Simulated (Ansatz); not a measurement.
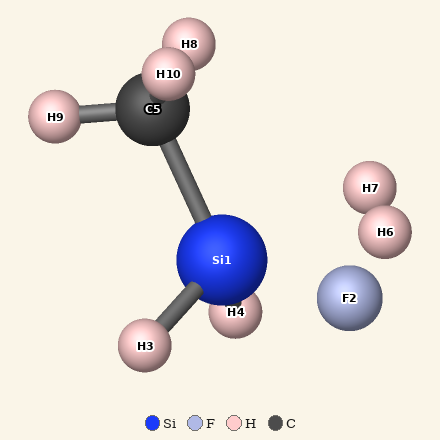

The system is the reacting system CH₇FSi (fragments CH₅FSi + H₂ where the first distance is long, CH₆Si + FH where the second is long); the picture shows the reference structure. First axis: distance Si1–H7 (bond that forms). Second axis: distance Si1–F2 (bond that breaks). Relaxed at each point: all other coordinates. The grid has 11 × 11 points. Points are written as (first, second). Energies are in eV, from a guessed transition structure relaxed with its forming and breaking bonds held. Energies and slopes of some neighbouring points disagree (a jump in structure or state, or too coarse a mesh). The reference is spin-restricted, so regions where a bond is pulled apart into radicals lie too high. Computed with Ansatz 0.2.0, RKS PBE0-D4/def2-SVP.

Its coordinates:

```xyz
10

Si   -0.3835    0.0097   -0.6024
F     1.1450    0.8726   -1.5633
H    -0.3140   -1.0573   -1.6480
H    -1.7214    0.6436   -0.7519
C     0.0293   -0.7871    1.0329
H     0.7468    1.5433   -0.6397
H     0.1179    1.6754    0.0993
H    -0.2399   -0.1576    1.8921
H    -0.4915   -1.7549    1.1070
H     1.1113   -0.9878    1.0740
```

Range: distance Si1–H7 (bond that forms) from 1.278 to 3.078 Å; distance Si1–F2 (bond that breaks) from 1.539 to 2.739 Å.

**What landscape does the calculation give?**

The lowest grid point is at (3.078 Å, 1.606 Å), −2.21 eV from a guessed transition structure relaxed with its forming and breaking bonds held. It lies in a valley that leaves the map towards separated partners. The energy also falls towards the edge at (1.278 Å, 1.606 Å) (0.57 eV above the lowest), where a further well may lie outside the range. The highest grid point, (3.078 Å, 2.739 Å), lies 4.16 eV above the lowest.

```
second ↓, first →  1.278  1.379  1.519  1.678  1.851  2.035  2.229  2.431  2.640  2.856  3.078
            2.739  −0.62  −1.06  −1.23  −1.05  −0.65  −0.14   0.42   0.97   1.47   1.91   1.95
            2.591  −0.60  −1.00  −1.15  −0.97  −0.59  −0.08   0.47   0.99   1.47   1.48   1.46
            2.447  −0.49  −0.91  −1.05  −0.87  −0.49   0.00   0.52   1.04   1.00   0.96   0.94
            2.307  −0.35  −0.78  −0.91  −0.73  −0.36   0.10   0.58   0.51   0.44   0.40   0.37
            2.173  −0.16  −0.59  −0.72  −0.56  −0.21   0.15   0.03  −0.06  −0.14  −0.19  −0.22
            2.044   0.09  −0.34  −0.48   0.08  −0.19  −0.39  −0.54  −0.64  −0.72  −0.78  −0.82
            1.921   0.42  −0.02  −0.16  −0.38  −0.71  −0.93  −1.09  −1.21  −1.28  −1.34  −1.38
            1.805  −1.32   0.46  −0.29  −0.81  −1.17  −1.41  −1.57  −1.68  −1.76  −1.81  −1.84
            1.699  −1.60   0.23  −0.54  −1.09  −1.46  −1.71  −1.88  −2.04  −2.11  −2.15  −2.16
            1.606  −1.64   0.22  −0.57  −1.13  −1.51  −1.77  −1.95  −2.08  −2.16  −2.19  −2.21
            1.539  −1.48   0.40  −0.40  −0.97  −1.36  −1.63  −1.80  −1.92  −2.00  −2.04  −2.05
```

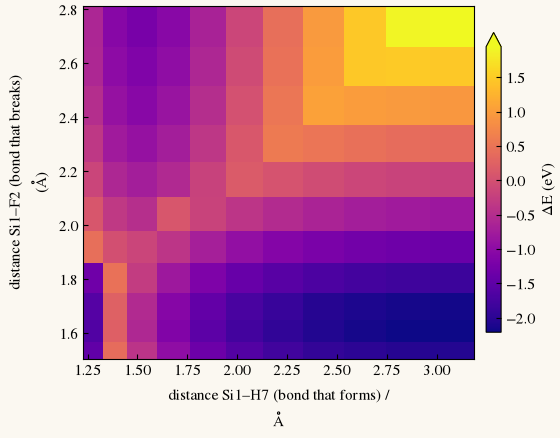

The picture shows one coloured cell a grid point, one colour for all values above the top of the scale.

Time for the 121 points that were run: 39 min on 1 thread of Arm Neoverse V1, with other jobs on the host.
